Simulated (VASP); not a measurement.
Band structure of KZnF$_{3}$ (cubic perovskite). Method: AM05 GGA, VASP's PBE PAW potentials (set 64) (plane waves; VASP).

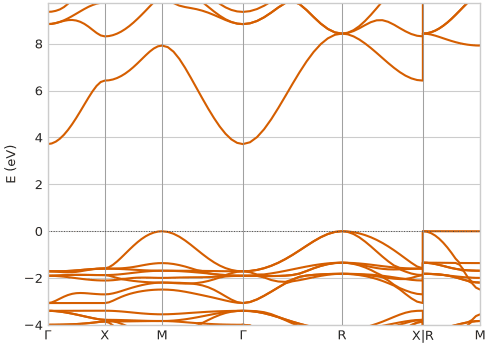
Bands along high-symmetry lines, zero at the valence-band maximum or, without a gap, the Fermi level

**Question.** Read the plot: is there a gap, and where are the band edges?

**Answer.** The gap is indirect, 3.72 eV, from the valence maximum at R to the conduction minimum at Γ. (Edges off the drawn lines would not show.)

The compound is KZnF3 in the cubic perovskite structure. It was relaxed first.
